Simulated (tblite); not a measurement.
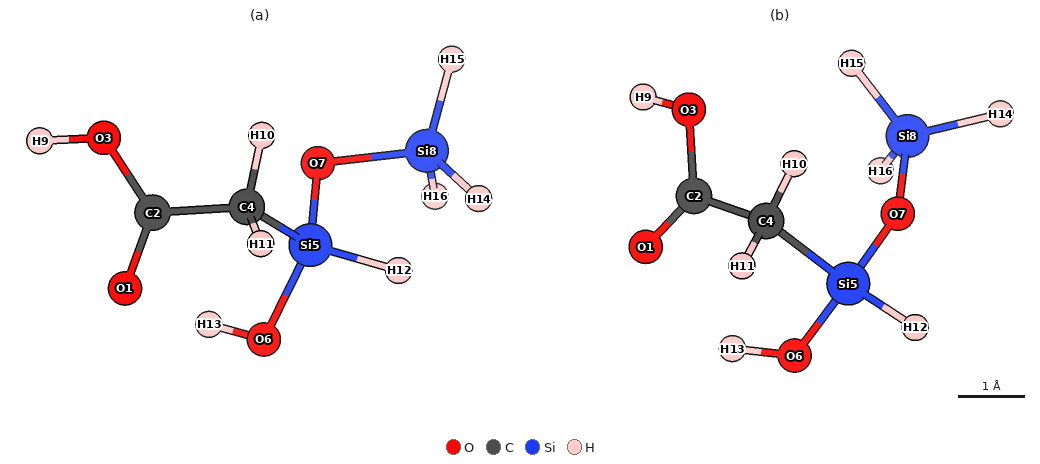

The structure of C₂H₈O₄Si₂ before (left) and after (right) a relaxation, at one scale.

Style: ball-and-stick. Shown at a tilt.

All numbers below come from GFN2-xTB geometry optimisation, gas phase (tblite 0.8.0). 

Summarise the run.

The energy falls by 40.2 kcal/mol in 167 geometry steps. H15 moves most after the best rigid fit: 1.91 Å. Largest moves by element: H 1.91 Å, O 1.36 Å, Si 0.79 Å, C 0.60 Å. Among the contacts that change: Si5–Si8 2.808 → 3.176 Å, Si5–O6 1.735 → 1.612 Å, O7–Si8 1.745 → 1.626 Å, Si5–O7 1.699 → 1.614 Å. Among the angles between lasting bonds that change: Si5–O7–Si8 109.2° → 157.3°, C2–O3–H9 120.2° → 110.3°, O1–C2–C4 115.3° → 124.8°. Groups turn about Si5–O7 by about 170°, O7–Si8 by about 170°, Si5–O6 by about 50°.
